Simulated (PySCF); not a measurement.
# C2H7Al: the cost of one run

Computed with PySCF 2.14.0, with density-fitted response routines of our own, on a single molecule in the gas phase. Atoms are numbered from 0 throughout.

## 1. Starting geometry

10 atoms, charge 0, multiplicity 1; geometry from: PBE0-D3(BJ)/def2-SVP.

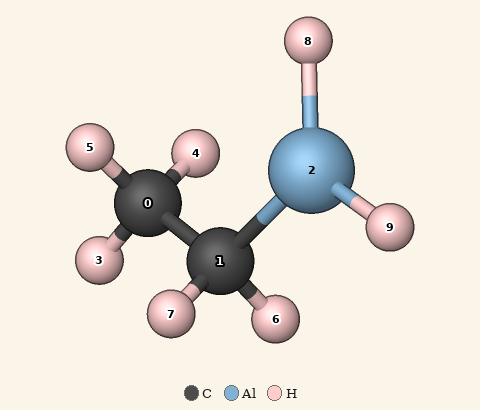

The starting geometry (carbon dark grey, aluminium light blue, hydrogen pink), atoms numbered; sticks join atoms by distance.

## 2. Spin-spin couplings: B3LYP/def2-TZVP

The job: settings as JSON, then the geometry in Å.

```
{"job": {"kind": "j", "xc": "B3LYP", "basis": "def2-TZVP"}, "charge": 0, "multiplicity": 1}
C     -1.217279    -0.052658     0.543390
C     -0.190657     0.258176    -0.544721
Al     1.688422    -0.178309    -0.172847
H     -2.243568     0.218422     0.244688
H     -1.000396     0.488674     1.478434
H     -1.230349    -1.124364     0.800522
H     -0.223291     1.331413    -0.816946
H     -0.456715    -0.255783    -1.489402
H      2.124206    -0.854753     1.205124
H      2.799804     0.148379    -1.269418
```

Method: B3LYP/def2-TZVP indirect spin-spin coupling, non-relativistic, gas phase.

On the command line:

```console
> OMP_NUM_THREADS=1 python probes_run.py task.json out
```

This one command runs all jobs of the session in turn.

Q: Estimate the wall time and peak memory of this first job on 1 thread of Arm Neoverse N1, shared host.

About 10 s, with a peak of 0.58 GiB.
